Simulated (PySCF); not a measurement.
**Frequency calculation of MoI₂**

The run: frequency calculation of MoI₂. Method and program: RKS-based PBE0, Mo def2-SVP with ECP28, I def2-SVP with ECP28; non-relativistic Hamiltonian with a scalar-relativistic core potential; density fitting (PySCF 2.14.0).

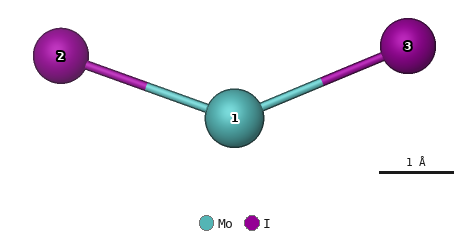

Fig. 1: The input geometry (ball-and-stick view, seen at a tilt; atoms are numbered from 1 in the order of the input). Sticks mark near contacts. Bond lengths as drawn: I–Mo 2.55 Å.

**Input file**
```python
from pyscf import gto, scf, dft
mol = gto.M(atom='''
Mo    -0.003797     0.686869     0.000000
I      0.001470    -0.265866     2.369465
I      0.001470    -0.265866    -2.369465''',
    basis={'Mo': 'def2-SVP', 'I': 'def2-SVP'},
    ecp={'Mo': 'def2-SVP', 'I': 'def2-SVP'},
    charge=0, spin=0)
mf = dft.RKS(mol, xc='PBE0')
mf.grids.atom_grid = (75, 302)
aux = {'Mo': 'def2-universal-JKFIT', 'I': 'def2-universal-JKFIT'}
mf = mf.density_fit(auxbasis=aux)
mf.conv_tol = 1e-09
mf.diis_space = 10
mf.max_cycle = 60
mf.verbose = 4
mf.kernel()
```

The script is an equivalent of the set-up of the self-consistent field. The run itself was carried out by a driver, which started from the orbitals of the step before it where there was one and computed the further properties.

Launched with:
```bash
OMP_NUM_THREADS=2 python axn.py task.json out
```

**What the program printed**
```
init E= -663.566619879981
  HOMO = -0.22261983628746  LUMO = -0.130519399276394  gap/eV = 2.50618
cycle= 1 E= -663.566619879979  delta_E= 1.59e-12  |g|= 4.61e-06  |ddm|= 1.1e-05
  HOMO = -0.222618241968552  LUMO = -0.130517676681898  gap/eV = 2.50618
Extra cycle  E= -663.566619879929  delta_E= 4.98e-11  |g|= 1.35e-05  |ddm|= 2.3e-05
converged SCF energy = -663.566619879929
```

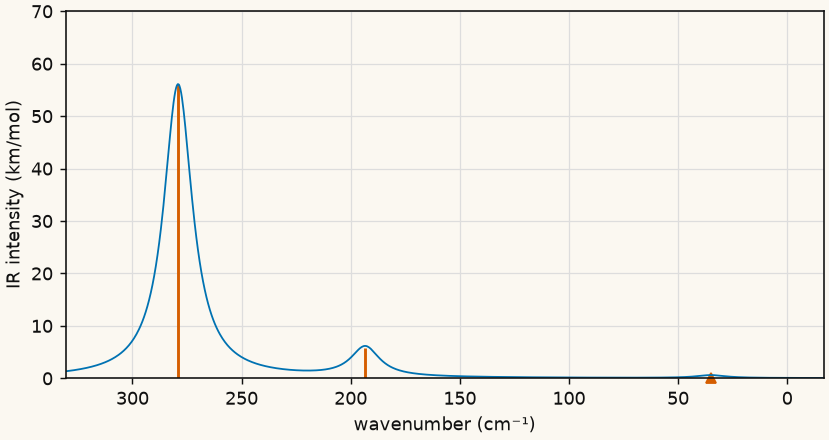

Fig. 2: Harmonic infrared spectrum, unscaled: sticks (degenerate modes added up, dark ones marked on the axis) with a Lorentzian envelope of 16 cm⁻¹ full width, scaled to the tallest stick. 3 modes from 35 to 279 cm⁻¹, none imaginary. The strongest line is at 279 cm⁻¹ (56 km/mol). All modes, in cm⁻¹ (km/mol): 35 (0.5), 193 (5.7), 279 (56).

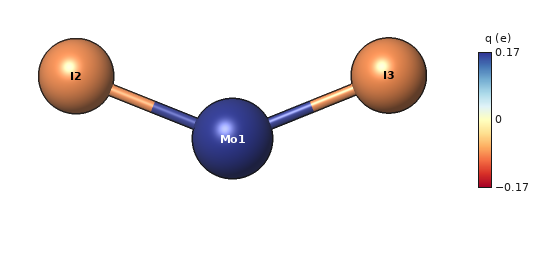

Fig. 3: Mulliken charges, as the colour of each atom (ball-and-stick view, seen on its broad side; atoms are numbered from 1 in the order of the input). By element: Mo +0.17 and I −0.08 e.

**Key numbers**

| quantity | value |
| --- | --- |
| outcome | converged |
| total energy | −663.566620 hartree |
| HOMO | −6.06 eV |
| LUMO | −3.55 eV |
| zero-point energy | 0.001156 hartree |
| dipole moment | 0.75 D |
| wavenumbers, lowest and highest | 35 and 279 cm⁻¹ |
| hardware | 2 threads of Arm Neoverse N1, 98 GiB of memory available, shared host |
| wall time | 56 s (CPU time 1.7 min) |
| peak memory | 0.8 GiB |
